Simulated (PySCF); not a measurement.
## A study: C4H5S, doublet, SMILES `C=CC[C]=S`

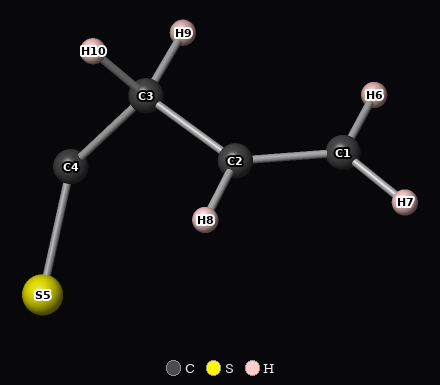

The molecule, with its atoms numbered as below. No frequency check shows the geometry to be a minimum.

Geometry (Å), atoms numbered from 1:

```
C1       2.3644   -0.6257   -0.2765
C2       1.3684   -0.1547    0.4506
C3       0.5688    1.0609    0.0818
C4      -0.8274    0.7561   -0.2251
S5      -1.8148   -0.4531   -0.0306
H6       2.6942   -0.1329   -1.1768
H7       2.8969   -1.5192    0.0006
H8       1.0365   -0.6678    1.3429
H9       1.0143    1.5754   -0.7759
H10      0.5489    1.7753    0.9141
```

Part 1: Bonding charge

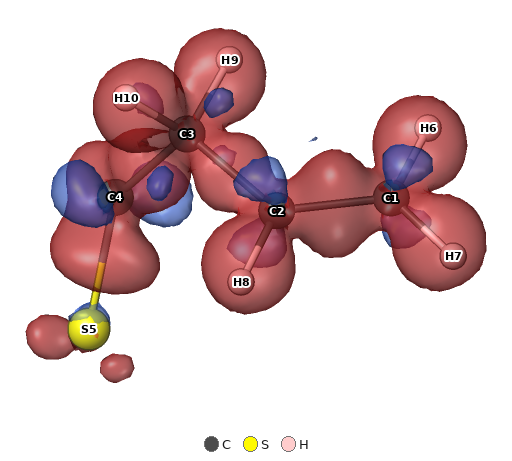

Deformation density (molecule less spherical, spin-averaged free atoms at the same positions), surfaces at ±0.1 e/Å³; red: gain, blue: loss.

Method: CAM-B3LYP/def2-TZVP; geometry: GFN2-xTB; program: PySCF. The stability of the open-shell solution wasn't checked. GFN2-xTB doesn't know the spin state, so this open-shell geometry is rough.

Question: Describe the bonding that the map shows.

Answer: C1–C2: +0.82 e/Å³ at the bond critical point (bond length 1.32 Å, Mayer order 1.9). C2–H8: +0.79 e/Å³ at the bond critical point (bond length 1.08 Å, Mayer order 0.9). C1–H7: +0.79 e/Å³ at the bond critical point (bond length 1.08 Å, Mayer order 1.0). C1–H6: +0.78 e/Å³ at the bond critical point (bond length 1.08 Å, Mayer order 1.0). C3–H9: +0.73 e/Å³ at the bond critical point (bond length 1.09 Å, Mayer order 1.0). C3–H10: +0.71 e/Å³ at the bond critical point (bond length 1.10 Å, Mayer order 0.9). C3–C4: +0.55 e/Å³ at the bond critical point (bond length 1.46 Å, Mayer order 1.0). C2–C3: +0.54 e/Å³ at the bond critical point (bond length 1.50 Å, Mayer order 0.9). C4–S5: +0.24 e/Å³ at the bond critical point (bond length 1.57 Å, Mayer order 2.3). In all, 2.4 electrons gather in the regions of gain relative to the promolecule.

Question: Where do the Hirshfeld charges lie?

Answer: The highest Hirshfeld charge is on H10 (+0.07 e), the lowest on C1 (−0.10 e).

Part 2: Bond critical points

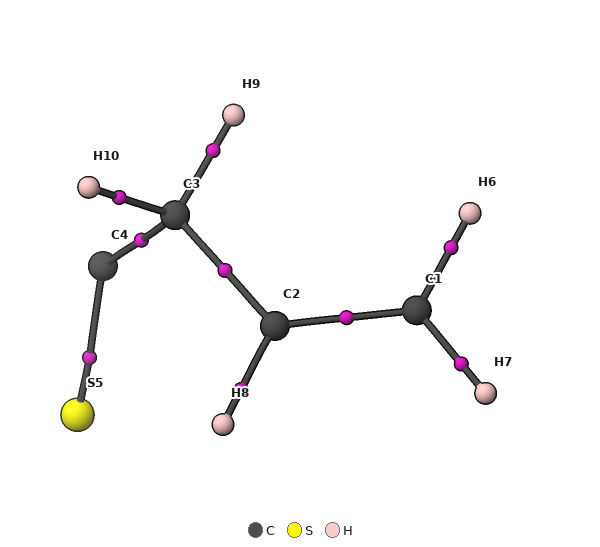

Molecular graph of the electron density (QTAIM): bond paths, bond critical points (magenta), ring points (cyan, if any); weak paths are dashed.

Question: How many critical points of each kind are there, and does the count close?

Answer: 10 nuclei, 9 bond, 0 ring and 0 cage critical points: 10 − 9 + 0 − 0 = 1, as the Poincaré–Hopf relation requires.

Question: What does the calculation give at each kind of bond critical point?

Answer:
```tsv
bond	length (Å)	ρ (a.u.)	∇²ρ (a.u.)	ε	H (a.u.)
C1–C2	1.320	0.362	−1.14	0.36	−0.436
C1–H7	1.076	0.289	−1.05	0.01	−0.300
C2–H8	1.082	0.289	−1.04	0.01	−0.298
C1–H6	1.078	0.288	−1.03	0.01	−0.298
C3–H9	1.095	0.278	−0.96	0.02	−0.279
C3–C4	1.462	0.275	−0.76	0.01	−0.267
C3–H10	1.097	0.273	−0.93	0.02	−0.273
C2–C3	1.501	0.261	−0.69	0.03	−0.235
C4–S5	1.573	0.259	−0.02	0.11	−0.331
```

Question: What kind of interaction is C3–C4?

Answer: Shared-shell (covalent): ρ = 0.275, ∇²ρ = −0.76, H = −0.267 a.u.

Part 3: Electrostatic potential

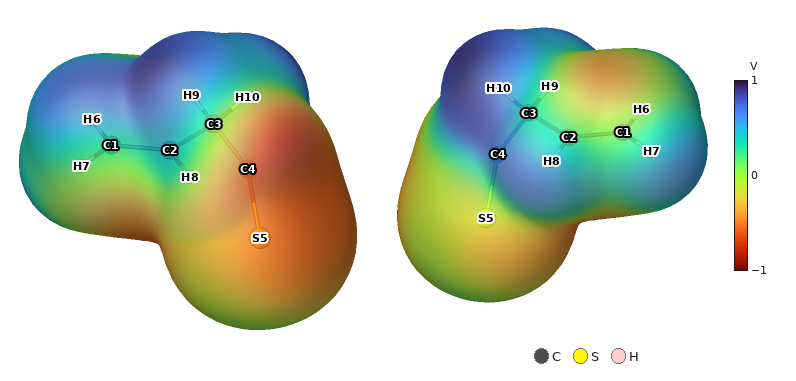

Electrostatic potential on the surface of electron density 0.001 a.u. (back view left, front view right).

Question: Where are the extremes of the potential on the surface?

Answer: Highest: 0.94 V, 1.3 Å from H10. Further maxima include 0.66 V, 1.3 Å from H7; 0.65 V, 1.3 Å from H8. Lowest: −0.82 V, 2.1 Å from C4. Further minima include −0.59 V, off the C1–C2 bond (2.2 Å from its atoms); −0.39 V, off the C1–C2 bond (2.2 to 2.3 Å from its atoms). The surface is sampled at points, so like sites can differ by a few per cent and only the strongest of them is named.

Question: What volume does the surface enclose, and what is the dipole moment?

Answer: About 123 Å³; the dipole moment is 1.9 D.

Part 4: Spin density

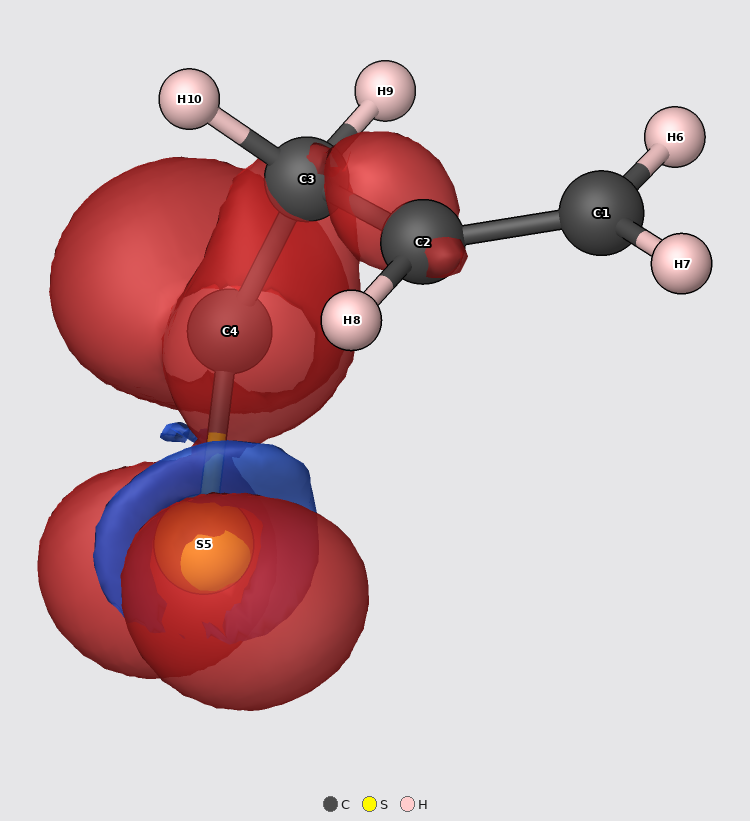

Spin density ρα − ρβ at ±0.02 e/Å³ (red: excess α, blue: excess β).

Question: How is the spin shared among the atoms?

Answer: Hirshfeld spin populations: C4 +0.54, S5 +0.34 and C3 +0.06. ⟨S²⟩ = 0.76, against 0.75 for a pure state. The picture also shows regions of β spin from spin polarisation; the Hirshfeld sums, whose atoms overlap, net them against the α spin of neighbours.

Part 5: In an electric field

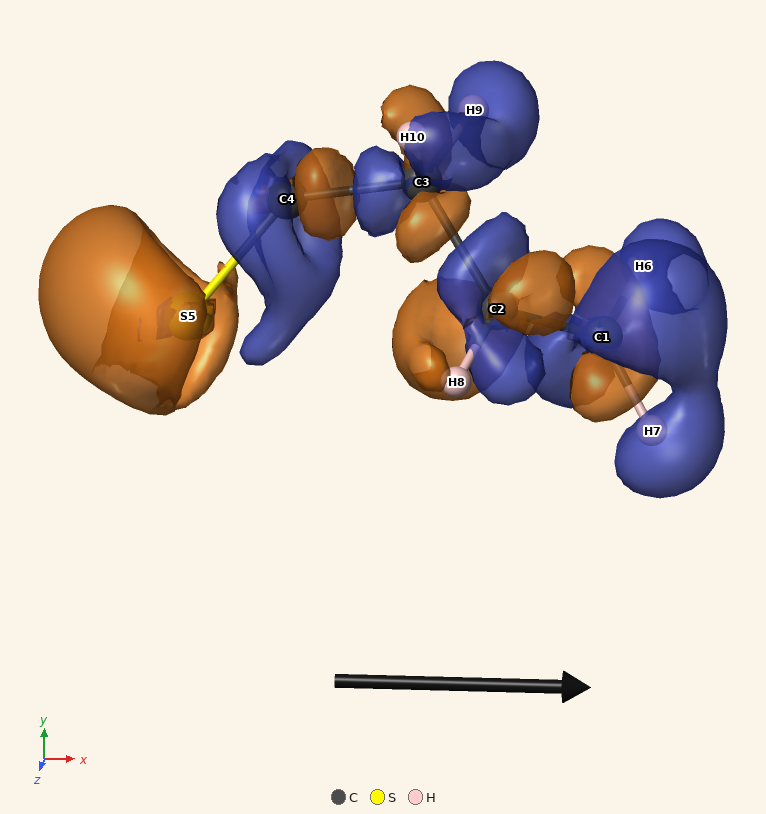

Change of the electron density in a uniform field of 0.21 V/Å along +x (arrow), surfaces at ±0.002 e/Å³ (orange: gain, blue: loss).

PySCF calculation, PBE0/6-31+G*, gas phase; geometry: GFN2-xTB. The basis has diffuse s and p functions alone, which still leaves polarisabilities too small, most of all across bonds. The stability of the open-shell solution wasn't checked. GFN2-xTB doesn't know the spin state, so this open-shell geometry is rough.

The field was applied in both directions; the picture shows the one opposite to the script's first.

Question: What dipole is induced, and what polarisability does it imply?

Answer: The induced dipole is 0.85 D (along the field); α along this axis, from the fields in both directions, is 83 bohr³ (12.3 Å³).

Part 6: Removing or adding an electron

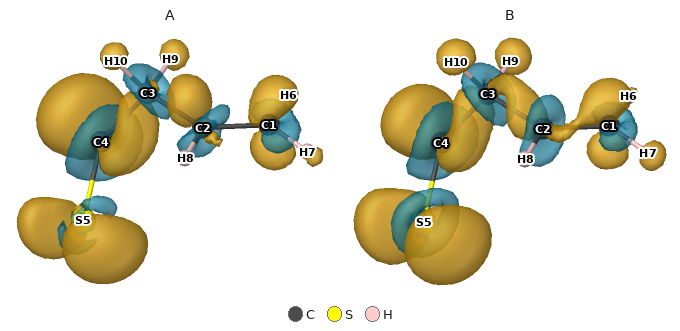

The two Fukui functions at ±0.03 e/Å³ (yellow positive, teal negative).

PySCF calculation, TPSSh/6-31G*, gas phase; geometry: GFN2-xTB. GFN2-xTB doesn't know the spin state, so this open-shell geometry is rough.

Question: Why do the two look alike?

Answer: The electron leaves from or enters the same singly occupied orbital. A is f⁺, B is f⁻. f⁻ (Hirshfeld-condensed) is largest on S5 (0.45); the vertical ionisation energy is 7.44 eV (to the singlet cation, which needn't be its lowest state). f⁺ (Hirshfeld-condensed) is largest on S5 (0.40) and C4 (0.25); the vertical electron affinity is −0.49 eV (to the singlet anion, which needn't be its lowest state; negative, but this basis has no diffuse functions, so it doesn't show that the anion is unbound).

The PySCF runs shown took 77 s, 63 s and 89 s on 1 thread of Intel(R) Xeon(R) Processor @ 2.70GHz (shared host).
